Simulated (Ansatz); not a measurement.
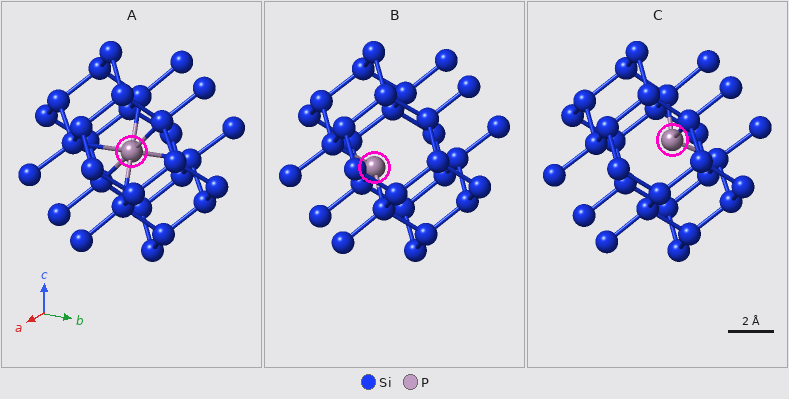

3 geometries from a converged minimum-energy path of Si with a Si vacancy (63 atoms in the cell, charge +2), shuffled. The picture is a ball-and-stick view of the atoms within 5.4 Å of the middle of the path, seen from a free direction. The moving atom is ringed, with any periodic copies. Bonds to atoms that aren't drawn are left out.

Computed with Ansatz 0.2.0, DFT PBE, scalar-relativistic, plane waves, PAW. Set-up: plane-wave cutoff 420 eV; k-point mesh 1 × 1 × 1; Gaussian smearing 0.02 eV; spin collinear; 5 movable images; climbing image; force threshold 0.05 eV/Å; iteration limit 22; spring constant 2.0 eV/Å²; optimiser FIRE; starting path by straight interpolation.

Which frame is the top of the path?

A. In order along the path, whose images run from 0 to 6: C (image 1, +0.18 eV), A (image 3, +1.30 eV), B (image 6, 0.00 eV). It is a vacancy jump: a nearby atom moves into the empty site and leaves its own site empty. The P atom travels furthest, 2.31 Å from end to end, along [1 −1 −1], on a straight line. At the highest image its nearest neighbour (Si) is 2.78 Å away, against 2.30 Å at the start, and the surrounding atoms stand up to 0.17 Å off the mean of their end positions. Breaking: 3 P–Si (2.30 → 3.83 Å). Forming: 3 P–Si (3.82–3.83 → 2.30 Å).

Limits of the set-up: the cell is charged, on a uniform background, and energies carry no finite-size correction.

PAW datasets: the set soft_1.
